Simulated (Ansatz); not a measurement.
# KSrCl3 (model cell, started as cubic perovskite with Sr in the octahedra): a soft mode frozen in

Which phase does KSrCl3 (model cell, started as cubic perovskite with Sr in the octahedra) fall into along its unstable mode, and how much energy does it gain?

Method: DFT PBEsol, scalar-relativistic, plane waves, PAW; PAW set soft_1, in Ansatz 0.2.0.

The structure was built from a prototype and need not be the compound's stable phase.

## 1. Starting point

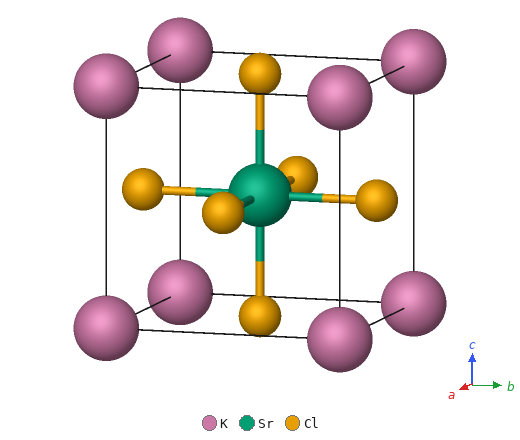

The cell as given, slightly off an axis (potassium pink, strontium teal, chlorine orange). Some periodic images of atoms are drawn too.

Structure file:

```cif
data_structure
_symmetry_space_group_name_H-M 'Pm-3m'
_symmetry_Int_Tables_number 221
_cell_length_a 5.5845
_cell_length_b 5.5845
_cell_length_c 5.5845
_cell_angle_alpha 90.000
_cell_angle_beta 90.000
_cell_angle_gamma 90.000
_cell_volume 174.17
loop_
_atom_site_label
_atom_site_type_symbol
_atom_site_symmetry_multiplicity
_atom_site_Wyckoff_symbol
_atom_site_fract_x
_atom_site_fract_y
_atom_site_fract_z
_atom_site_occupancy
K1 K 1 a 0.00000 0.00000 0.00000 1
Sr1 Sr 1 b 0.50000 0.50000 0.50000 1
Cl1 Cl 3 c 0.50000 0.50000 0.00000 1
```

## 2. Response at finite wavevector

The cell comes from relaxations at this level that are not shown. Stability and thermal properties need the whole zone. Linear response on a 2×2×2 q mesh gives force constants as far as a supercell of that size would, and the tensors from the zone-centre run are typed in so that the long-range dipole term is interpolated apart.

input.yaml

```yaml
crystal:
  lattice:
    - [5.5845481721, 0.0, 0.0]
    - [0.0, 5.5845481721, 0.0]
    - [0.0, 0.0, 5.5845481721]
  atoms:
    - { symbol: K, position: [0.0, 0.0, 0.0] }
    - { symbol: Sr, position: [0.5, 0.5, 0.5] }
    - { symbol: Cl, position: [0.5, 0.5, 0.0] }
    - { symbol: Cl, position: [0.5, 0.0, 0.5] }
    - { symbol: Cl, position: [0.0, 0.5, 0.5] }
kpoints:
  mp_grid: { grid: [4, 4, 4] }
hamiltonian:
  xc: pbesol
  pseudopotentials: { kind: paw, azcp: { folder: soft_1 }, xc_functional: pbe }
scf:
  occupations: { method: fixed }
output:
  eigenvalues: true
phonons:
  method: dfpt
  qmesh: [2, 2, 2]
  temperatures: { t_max: 1000, t_step: 50 }
  qpath:
    path:
      - [[0.0, 0.0, 0.0], [0.0, 0.5, 0.0], [0.5, 0.5, 0.0], [0.0, 0.0, 0.0], [0.5, 0.5, 0.5], [0.0, 0.5, 0.0]]
      - [[0.5, 0.5, 0.5], [0.5, 0.5, 0.0]]
    npoints: 10
  non_analytic_term:
    high_frequency_dielectric_tensor: [[2.4577, 0.0, 0.0], [0.0, 2.4577, 0.0], [0.0, 0.0, 2.4577]]
    born_effective_charges:
      - { species: K, tensor: [[1.2709, 0.0, 0.0], [0.0, 1.2709, 0.0], [0.0, 0.0, 1.2709]] }
      - { species: Sr, tensor: [[2.3821, 0.0, 0.0], [0.0, 2.3821, 0.0], [0.0, 0.0, 2.3821]] }
      - { species: Cl, tensor: [[-0.8663, 0.0, 0.0], [0.0, -0.8663, 0.0], [0.0, 0.0, -1.9205]] }
      - { species: Cl, tensor: [[-0.8663, 0.0, 0.0], [0.0, -1.9205, 0.0], [0.0, 0.0, -0.8663]] }
      - { species: Cl, tensor: [[-1.9205, 0.0, 0.0], [0.0, -0.8663, 0.0], [0.0, 0.0, -0.8663]] }
    source: "zone-centre run at this cell"
```

Command:

```
$ ansatz run input.yaml --threads 4 --pin off --max-ram 16384MiB --backend cpu --events-out ev --progress --plain --runs-dir out
```

Numbers of over 12 decimals in the logs are rounded to 6 here.

What it wrote:

```text
Engine: ansatz 0.2.0, aarch64-unknown-linux-gnu
Pseudopotentials: kind: paw
Pseudopotential: K, paw, valence charge 9, recommended cutoff 420 eV (normal), soft_1/K.paw.azcp
Pseudopotential: Sr, paw, valence charge 10, recommended cutoff 420 eV (normal), soft_1/Sr.paw.azcp
Pseudopotential: Cl, paw, valence charge 7, recommended cutoff 420 eV (normal), soft_1/Cl.paw.azcp
Functional definition: PBEsol
  exchange = pbesol_x
  correlation = pbesol_c
Crystal: 5 atoms, lattice volume = 174.166 Å³
Basis set: ecut = 420 eV, 3407 PW (Γ), exchange–correlation on 80×80×80 points (8 copies of the dense FFT grid, shifted against one another)
Bands: 25, of which v1, the nominal top of the filled ones, is band 20 counted from 1 (19 counted from 0)
Symmetry: 48 space group operations
k-points: 10 of 64
Non-local potential: K, projectors of the file, l = 0: 3, l = 1: 2, l = 2: 2
Non-local potential: Sr, projectors of the file, l = 0: 3, l = 1: 2, l = 2: 2
Non-local potential: Cl, projectors of the file, l = 0: 2, l = 1: 2, l = 2: 1
PAW form: soft (Blöchl's): semilocal exchange-correlation on the pseudo side does not see the compensation charge
PAW frozen core: K, regenerated for the run's functional, and the local potential with it (the file was generated under x = pbe(κ = 0.804, μ = 0.219515), c = pbe(β = 0.066725))
PAW frozen core: Sr, regenerated for the run's functional, and the local potential with it (the file was generated under x = pbe(κ = 0.804, μ = 0.219515), c = pbe(β = 0.066725))
PAW frozen core: Cl, regenerated for the run's functional, and the local potential with it (the file was generated under x = pbe(κ = 0.804, μ = 0.219515), c = pbe(β = 0.066725))
PAW one-centre angular grid: K, 110 points (default); XC on 64 Gauss nodes
PAW one-centre angular grid: Sr, 110 points (default); XC on 64 Gauss nodes
PAW one-centre angular grid: Cl, 110 points (default); XC on 64 Gauss nodes
Initial density: superposition of atomic densities (chi_scale 0.1, normalization cell, long waves kept (reshape's long-wave potential 0.01 eV rms))
Initial wavefunctions: pseudopotential atomic-orbital guess
Functional: x = pbesol(κ = 0.804, μ = 0.123457), c = pbesol(β = 0.046)
SCF iter   1: F=—  HF=-8203.793689 eV  |F-HF|=—  |Δ(HF+E_count)|=         —  Δρ=4.10e-2  dr2=5.37e0  ethr=3.10e-3  ⟨swp⟩=7.4  Hψ=1366  notcnv=0  defer=24
preconditioner: auto → Resta (q_TF=auto, 2.135 Å⁻¹)  ε∞=2.8  [insulator: Δε(μ)=3.355 eV  Ē_g=11.464 eV  n_scr=26 (ndim 8)  ℏωp=15.4 eV  f_vac=0.002  ε∞_Penn≈2.8]
SCF iter   2: F=—  HF=-8201.879643 eV  |F-HF|=—  |Δ(HF+E_count)|=    1.91e0  Δρ=1.37e-2  dr2=7.73e-1  ethr=3.10e-3  ⟨swp⟩=4.4  Hψ=708  notcnv=0  defer=24
SCF iter   3: F=—  HF=-8201.580886 eV  |F-HF|=—  |Δ(HF+E_count)|=   2.99e-1  Δρ=5.26e-3  dr2=8.13e-2  ethr=1.93e-3  ⟨swp⟩=3.8  Hψ=553  notcnv=0  defer=25
SCF iter   4: F=—  HF=-8201.579660 eV  |F-HF|=—  |Δ(HF+E_count)|=   1.23e-3  Δρ=1.27e-3  dr2=4.50e-3  ethr=2.03e-4  ⟨swp⟩=4.6  Hψ=585  notcnv=0  defer=24
SCF iter   5: F=—  HF=-8201.582639 eV  |F-HF|=—  |Δ(HF+E_count)|=   2.98e-3  Δρ=3.27e-4  dr2=2.46e-4  ethr=1.13e-5  ⟨swp⟩=3.8  Hψ=481  notcnv=0  defer=25
SCF iter   6: F=—  HF=-8201.583191 eV  |F-HF|=—  |Δ(HF+E_count)|=   5.52e-4  Δρ=5.82e-5  dr2=1.09e-5  ethr=6.16e-7  ⟨swp⟩=2.3  Hψ=417  notcnv=0  defer=24
SCF iter   7: F=—  HF=-8201.583225 eV  |F-HF|=—  |Δ(HF+E_count)|=   3.43e-5  Δρ=1.65e-5  dr2=1.42e-6  ethr=2.73e-8  ⟨swp⟩=2.1  Hψ=391  notcnv=0  defer=24
SCF iter   8: F=—  HF=-8201.583228 eV  |F-HF|=—  |Δ(HF+E_count)|=   2.57e-6  Δρ=3.23e-6  dr2=2.14e-8  ethr=3.54e-9  ⟨swp⟩=2.0  Hψ=389  notcnv=0  defer=21
SCF iter   9: F=—  HF=-8201.583228 eV  |F-HF|=—  |Δ(HF+E_count)|=   3.93e-8  Δρ=6.41e-7  dr2=4.09e-10  ethr=5.36e-11  ⟨swp⟩=2.0  Hψ=432  notcnv=0  defer=21
SCF iter  10: F=—  HF=-8201.583228 eV  |F-HF|=—  |Δ(HF+E_count)|=  9.82e-10  Δρ=1.06e-7  dr2=1.28e-11  ethr=1.02e-12  ⟨swp⟩=2.3  Hψ=444  notcnv=0  defer=21
SCF iter  11: F=-8201.583228 eV  HF=-8201.583228 eV  |F-HF|=0.00e0  |Δ(HF+E_count)|=  1.64e-11  Δρ=2.86e-8  dr2=1.38e-12  ethr=1.00e-12  ⟨swp⟩=18.7  Hψ=2222  notcnv=0
SCF 1 converged in 11 iterations: F = -8201.583228 eV  dr2 = 1.38e-12
  greatest PAW one-centre occupation: 0.987 electrons in one spin orbital (limit 2), on the Sr atom at site 1 (counted from 0), in its partial waves of l = 0
NSCF: frozen V_eff on 10 k-points
NSCF: frozen V_eff on 27 k-points
DFPT response loops at q = (0, 0, 0) (fractional): preconditioner auto → none (the input reference at scf.mixing.eps_inf says where Resta's filter doesn't serve); β = 0.50; Broyden in place of MSR1
NSCF: frozen V_eff on 54 k-points
DFPT response loops at q = (0, 0, -0.5) (fractional): preconditioner auto → Resta (q_TF=auto, 2.135 Å⁻¹)  ε∞=3.7 (no band partly filled); β = 1.00, the filter's whole step (`scf.mixing.beta` (0.50) is not read by the response loops at its default; to damp them type it under 1.00, their step now; it binds the ground state too); Broyden in place of MSR1
NSCF: frozen V_eff on 54 k-points
DFPT response loops at q = (0, -0.5, -0.5) (fractional): mixed as the last ones told, above
NSCF: frozen V_eff on 54 k-points
DFPT response loops at q = (-0.5, -0.5, -0.5) (fractional): preconditioner auto → none (the input reference at scf.mixing.eps_inf says where Resta's filter doesn't serve); β = 0.50; Broyden in place of MSR1
SCF converged after 11 iterations
Free energy (F): -8201.583228 eV
Harris-Foulkes:  -8201.583228 eV  (|F-HF|=0.00e0)
Internal energy: -8201.583228 eV  (E = F + TS)
E sigma→0 (E₀):  -8201.583228 eV
Fermi energy:    0.787137 eV
--- Per-component energies (eV) ---
  E_band       = -334.480874
  E_kinetic    = 946.454290
  E_local      = -2315.873889  (includes V_loc(G=0)·N_el)
  E_nonlocal   = 342.979612
  E_hartree    = 721.834073
  E_xc         = -627.667865
  E_vxc        = -668.830890  (∫ρ·V_xc dr)
  E_paw        = -5327.253206  (= ΣΔE_a)
  E_vpaw       = -82.878419  (= ΣTr[D̂ρ^β])
  E_aug_tail   = 0.000304  (compensation charges beyond the density's cutoff)
  E_ewald      = -1942.534077
  E_core_change = 0.477530  (= ΣΔE_core)
  E_smearing   = -0.000000  (= −TS)
  E_closure    = -0.000000  (closes the sum)
  Σ components = -8201.583228   (vs F -8201.583228, Δ=0.00e0)
--- Band table (eV; the first three rows and the last of 10) ---
  k-point 0: bands = [... 16 lower, 0.3464, 0.5739, 0.5739, 0.5739, 5.2478, 6.7541, 6.7541, 6.7541, ... 1 higher]
  k-point 1: bands = [... 16 lower, 0.2406, 0.2926, 0.5271, 0.5271, 5.8089, 6.8608, 7.2702, 7.2702, ... 1 higher]
  k-point 2: bands = [... 16 lower, 0.0628, 0.2406, 0.5032, 0.5032, 6.9004, 6.9875, 7.1338, 7.9916, ... 1 higher]
  k-point 9: bands = [... 16 lower, -0.5877, 0.7871, 0.7871, 0.7871, 6.8588, 8.0472, 8.0472, 8.0472, ... 1 higher]
--- Phonons (Γ-DFPT): 4 representative perturbations + reference (Σ response iterations 12) ---
  ASR residual: 1.259e-4 → 0.000e0 eV/Å²; symmetrization residual: 5.217e-6 eV/Å²
  ASR residual per site (eV/Å²): 2.34e-5 1.26e-4 2.29e-5 2.29e-5 2.29e-5
  Γ frequencies (cm⁻¹): -65.77 -65.77 -65.77 -33.53 -33.53 -33.53 0.00 0.00 0.00 76.00 76.00 76.00 250.15 250.15 250.15
--- Phonons (arbitrary-q DFPT): 4 irreducible q on the 2×2×2 mesh ---
  q = [0.0000, 0.0000, 0.0000] (star 1, of the zone-centre solve; hermiticity 1.66e-6, symmetrization 4.99e-13): -65.77 -65.77 -65.77 -33.53 -33.53 -33.53 -0.00 -0.00 -0.00 76.00 76.00 76.00 250.15 250.15 250.15
  q = [0.0000, 0.0000, -0.5000] (star 3, 9 solved perturbations in 216 linear systems a pass and spin channel, the states on 27 of 64 k-point pairs; hermiticity 9.23e-7, symmetrization 2.88e-13): -58.99 -58.99 -31.99 -31.99 -21.46 47.23 47.23 56.59 61.09 61.09 67.34 165.97 249.88 249.88 259.38
  q = [0.0000, -0.5000, -0.5000] (star 3, 9 solved perturbations in 216 linear systems a pass and spin channel, the states on 27 of 64 k-point pairs; hermiticity 1.14e-6, symmetrization 8.30e-14): -66.42 -64.52 -64.52 -42.68 24.33 24.33 55.80 67.82 67.82 86.41 163.17 163.17 229.46 249.64 266.00
  q = [-0.5000, -0.5000, -0.5000] (star 1, 4 solved perturbations in 81 linear systems a pass and spin channel, the states on 27 of 64 k-point pairs; hermiticity 1.12e-6, symmetrization 2.63e-13): -66.73 -66.73 -66.73 -62.72 -62.72 -62.72 94.29 94.29 94.29 158.15 158.15 158.15 229.19 229.19 271.81
  sum rule: each row above includes the acoustic sum rule's correction from the zone centre's row sums; it moved no ω² by more than (0.63 cm⁻¹)²
  mesh force constants: q→R imaginary residual 4.26e-18; ASR residual 1.259e-4 → 0.000e0 eV/Å²; symmetrization residual 4.441e-15 eV/Å²
  interpolated dispersion: 63 rows × 15 modes
  density of states and harmonic sums: on the 12×12×12 q-mesh, interpolated from the force constants of a 2×2×2 supercell (with the dipole–dipole term of supplied tensors)
  largest difference from the sums on the solved wave vectors: F 5.40e-2 eV, S 6.03e-5 and C_V 1.95e-5 eV/K
  zero-point energy: 0.082370 eV/cell   skipped modes (ω ≤ 0): 447, of them read as no rigid motion or as one in doubt: 444 (5.322e0 modes/cell left out, lowest -67.19 cm⁻¹)   left out of the sums: 3.55e-1 of the cell's modes: C_V's classical limit lies that fraction below 3 k_B per atom; for a crystal, a wire or a layer, F and S can be off by more, and a phonons.interpolated_qmesh denser along its periods is the remedy for the sampling
```

Elapsed: 76 s, on 4 threads of Arm Neoverse V1, shared host; peak memory 0.76 GiB.

The column dr2 measures how far the density is from self-consistency, as an energy; F and HF (Harris–Foulkes) agree once it is small.

Numbers from this step:

| Item | Value |
| --- | --- |
| gap on the k-mesh | 4.461 eV |
| volume per atom | 34.83 Å³ |
| sum-rule residual before enforcement | 1.26e-4 eV/Å² |
| lowest frequency on the path | -67.20 cm⁻¹ |
| point group | m-3m |
| highest frequency on the path or at a solved wavevector | 287.8 cm⁻¹ |
| highest optical mode at the zone centre (no LO-TO term) | 250.2 cm⁻¹ |
| lowest optical zone-centre mode | -65.77 cm⁻¹ |
| lowest mode on the q mesh (acoustic modes at Γ apart) | -66.73 cm⁻¹ |

Frequencies (cm⁻¹) solved at each irreducible wavevector; negative means imaginary. Frequencies by wavevector, by row:

```csv
q in reciprocal lattice units,star,mode 1,mode 2,mode 3,mode 4,mode 13,mode 14,mode 15
0 0 0,1,-65.8,-65.8,-65.8,-33.5,250.2,250.2,250.2
0 0 -0.5,3,-59,-59,-32,-32,249.9,249.9,259.4
0 -0.5 -0.5,3,-66.4,-64.5,-64.5,-42.7,229.5,249.6,266
-0.5 -0.5 -0.5,1,-66.7,-66.7,-66.7,-62.7,229.2,229.2,271.8
```

Interpolated from a 2×2×2 q mesh, with the LO-TO term (at Γ the limit along the path; where Γ stands inside the path, tables give the limit on arrival). The phonon branches at the labelled points (cm⁻¹):

```csv
point,branch 1,branch 2,branch 3,branch 4,branch 12,branch 13,branch 14,branch 15
Γ,-66,-66,-34,-34,92,250,250,288
X,-59,-59,-32,-32,166,250,250,259
M,-66,-64,-64,-43,163,230,250,266
Γ,-66,-66,-34,-34,92,250,250,288
R,-67,-67,-67,-63,158,229,229,272
X,-59,-59,-32,-32,166,250,250,259
jump to R,-67,-67,-67,-63,158,229,229,272
M,-66,-64,-64,-43,163,230,250,266
```

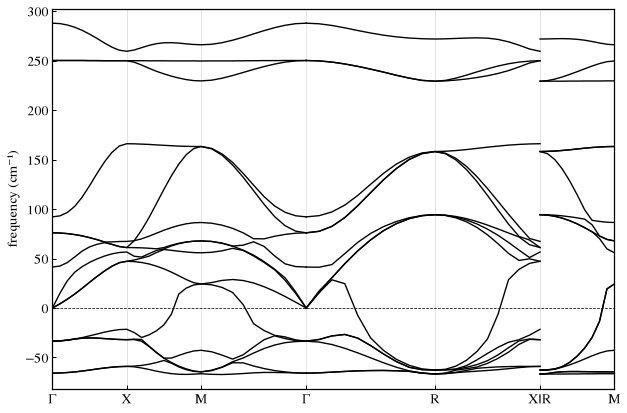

Phonon branches along the path.

Symmetry leaves 4 wavevectors to solve. The lowest mode among them, the acoustic zeros apart, lies at q = (-0.5, -0.5, -0.5) and is imaginary, 66.7i cm⁻¹, so the energy falls along it.

## 3. The mode frozen in, largest atomic shift 0 Å

The mode followed lies at q = (-0.5, -0.5, -0.5) with frequency 66.7i cm⁻¹ and is 3-fold degenerate, the softest among the wavevectors solved. At small amplitude the distorted cell has space group no. 74 by a symmetry search on the positions. The undistorted cell that holds it gives the zero of energy on the same k mesh.

System of this step: KSrCl3 (model cell, started as cubic perovskite with Sr in the octahedra). It takes space group Pm-3m (No. 221, cubic). The conventional cell has a = 5.585 Å, b = 5.585 Å, c = 5.585 Å, α = 90.00°, β = 90.00°, γ = 90.00°. K has 12 Cl at 3.95 Å nearest. Nearest to Sr lie 6 Cl at 2.79 Å. Cl has 2 Sr at 2.79 Å and 4 K at 3.95 Å nearest. Farther neighbours and most contacts between anions are not listed.

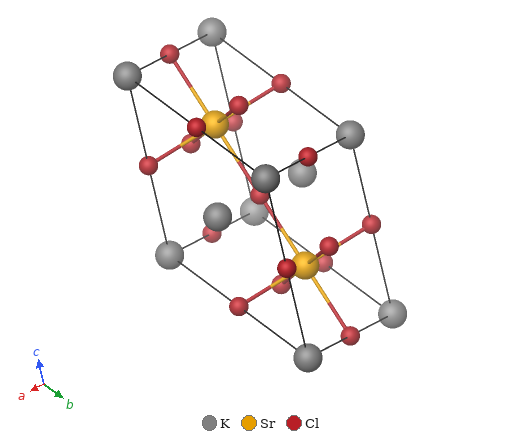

The cell of this step (potassium grey, strontium orange, chlorine red). Some periodic images of atoms are drawn too.

input.yaml

```yaml
crystal:
  lattice:
    - [5.5845481721, 5.5845481721, 0.0]
    - [5.5845481721, 0.0, 5.5845481721]
    - [5.5845481721, 0.0, -5.5845481721]
  atoms:
    - { symbol: K, position: [0.0, 0.0, 0.0] }
    - { symbol: K, position: [0.0, 0.5, 0.5] }
    - { symbol: Sr, position: [0.5, 0.25, 0.75] }
    - { symbol: Sr, position: [0.5, 0.75, 0.25] }
    - { symbol: Cl, position: [0.5, 0.0, 0.0] }
    - { symbol: Cl, position: [0.5, 0.5, 0.5] }
    - { symbol: Cl, position: [0.0, 0.5, 0.0] }
    - { symbol: Cl, position: [0.0, 0.0, 0.5] }
    - { symbol: Cl, position: [0.5, 0.0, 0.5] }
    - { symbol: Cl, position: [0.5, 0.5, 0.0] }
kpoints:
  mp_grid: { grid: [4, 4, 4] }
hamiltonian:
  xc: pbesol
  pseudopotentials: { kind: paw, azcp: { folder: soft_1 }, xc_functional: pbe }
scf:
  occupations: { method: gaussian, width: 0.02 }
output:
  forces: true
  stress: true
  eigenvalues: true
```

What it wrote:

```text
[...]
Crystal: 10 atoms, lattice volume = 348.333 Å³
Basis set: ecut = 420 eV, 6855 PW (Γ), exchange–correlation on 108×108×108 points (8 copies of the dense FFT grid, shifted against one another)
Bands: 50, of which v1, the nominal top of the filled ones, is band 40 counted from 1 (39 counted from 0)
Symmetry: 96 space group operations
[...]
k-points: 8 of 64
[...]
k-point 0: bands = [... 36 lower, 0.5737, 0.7869, 0.7869, 0.7869, 5.2478, 6.7542, 6.7542, 6.7542, ... 5 higher]
  k-point 1: bands = [... 36 lower, 0.4825, 0.6772, 0.6772, 0.7171, 5.6798, 7.0422, 7.0542, 7.0542, ... 5 higher]
  k-point 2: bands = [... 36 lower, 0.4881, 0.4881, 0.5566, 0.5566, 6.5986, 6.5986, 7.6125, 7.6125, ... 5 higher]
  k-point 7: bands = [... 36 lower, 0.3623, 0.3623, 0.5943, 0.5943, 7.1889, 7.1889, 7.4815, 7.4815, ... 5 higher]
[key lines of the parts left out:]
SCF converged after 8 iterations
Free energy (F): -16403.167511 eV
Fermi energy:    3.017413 eV
P = ⅓ Tr σ = -0.0020 GPa (-0.020 kbar)
```

Elapsed: 3.3 s, on 4 threads; peak memory 0.74 GiB.

This step gave:

```
pressure                         : -0.001958 GPa
energy from the undistorted cell : 0 meV/atom
```

At this level the gap is 4.46 eV on the k-mesh of the self-consistent run, which can miss the band edges.

## 4. The mode frozen in, largest atomic shift 0.6 Å

The atoms are moved along the unstable eigenvector, the largest shift by 0.6 Å, with the cell fixed.

input.yaml, the sections that differ from step 3:

```yaml
crystal:
  lattice:
    - [5.5845481721, 5.5845481721, 0.0]
    - [5.5845481721, 0.0, 5.5845481721]
    - [5.5845481721, 0.0, -5.5845481721]
  atoms:
    - { symbol: K, position: [0.0, 0.0, 0.0] }
    - { symbol: K, position: [0.0, 0.5, 0.5] }
    - { symbol: Sr, position: [0.5, 0.25, 0.75] }
    - { symbol: Sr, position: [0.5, 0.75, 0.25] }
    - { symbol: Cl, position: [0.4240289356, 0.0759710644, 0.0759710644] }
    - { symbol: Cl, position: [0.5759710644, 0.4240289356, 0.4240289356] }
    - { symbol: Cl, position: [0.0, 0.5379855322, -0.0379855322] }
    - { symbol: Cl, position: [0.0, -0.0379855322, 0.5379855322] }
    - { symbol: Cl, position: [0.5, -0.0379855322, 0.5379855322] }
    - { symbol: Cl, position: [0.5, 0.5379855322, -0.0379855322] }
# kpoints, hamiltonian, scf, output: as in step 3
```

What it wrote:

```text
[...]
Crystal: 10 atoms, lattice volume = 348.333 Å³
Basis set: ecut = 420 eV, 6855 PW (Γ), exchange–correlation on 108×108×108 points (8 copies of the dense FFT grid, shifted against one another)
Bands: 50, of which v1, the nominal top of the filled ones, is band 40 counted from 1 (39 counted from 0)
Symmetry: 8 space group operations
[...]
k-points: 18 of 64
[...]
k-point 0: bands = [... 36 lower, 0.5238, 0.5245, 0.6254, 0.6724, 5.3405, 6.7516, 6.8609, 6.9273, ... 5 higher]
  k-point 1: bands = [... 36 lower, 0.4431, 0.5236, 0.5920, 0.6108, 5.7837, 6.9542, 7.0777, 7.1336, ... 5 higher]
  k-point 2: bands = [... 36 lower, 0.4660, 0.4683, 0.5062, 0.5219, 6.7009, 6.7030, 7.4586, 7.4901, ... 5 higher]
  k-point 17: bands = [... 36 lower, 0.3262, 0.3262, 0.4950, 0.4950, 7.2657, 7.2657, 7.3469, 7.3469, ... 5 higher]
[key lines of the parts left out:]
SCF converged after 9 iterations
Free energy (F): -16403.493662 eV
Fermi energy:    3.011640 eV
P = ⅓ Tr σ = -0.7494 GPa (-7.494 kbar)
```

It took 7.2 s on 4 threads; peak memory 0.83 GiB; 28 s of CPU time.

Numbers from this step:

```
pressure                         : -0.7494 GPa
gap on the k-mesh                : 4.658 eV
energy from the undistorted cell : -32.62 meV/atom
```

The energy, extrapolated to zero smearing, is -32.62 meV/atom against the undistorted cell.

The run ends at a pressure of -0.75 GPa, with forces up to 0.17 eV/Å.

(Part 1 of 3 ends here.)

[Logs are printed without paths, hosts, clocks, repeated set-up lines and the standing remarks that a program may print on its own settings, such as how far it seeks lower states.]

[Hosts, paths, dates, database ids (printed as entryN), source tags and the programs' standing remarks are cut or masked in the printed files.]
